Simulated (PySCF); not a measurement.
System: GeHI3 (SMILES [H][Ge]([I])([I])[I]).

```xyz
5

Ge    0.0174   -0.0248    0.1717
H     0.0141   -0.0442    1.7058
I     2.3872   -0.0400   -0.6511
I    -1.1458    2.0504   -0.6224
I    -1.1981   -2.0519   -0.6662
```

Geometry: PBE0-D3(BJ)/def2-SVP; core potentials replace the inner electrons of I.

All numbers below come from PySCF, PBE0/def2-SVPD, SCF density, gas phase, scalar-relativistic core potentials on the heavy atoms.

**Predict the electron density and electron localisation function between the atoms.**

Ge–I (2.51 Å): ρ at the midpoint is about 0.57 e/Å³; the ELF peaks at about 0.75 in the valence shell of I, 1.3 Å from its nucleus, and is about 0.75 at the midpoint.

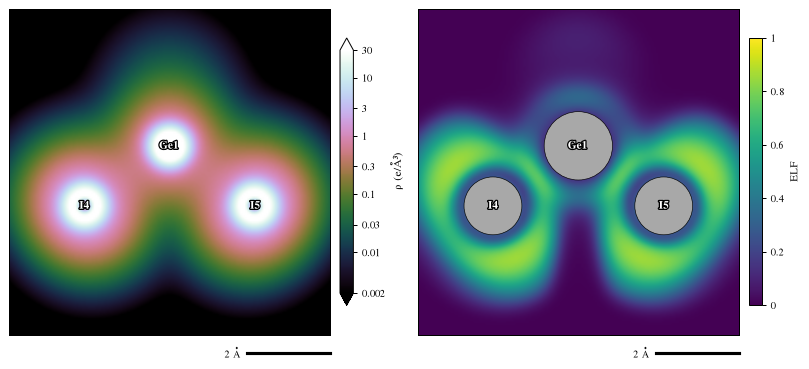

Computed electron density and electron localisation function on the plane of atoms I4, Ge1 and I5, in this order. Grey discs cover the atomic cores in the ELF map. 
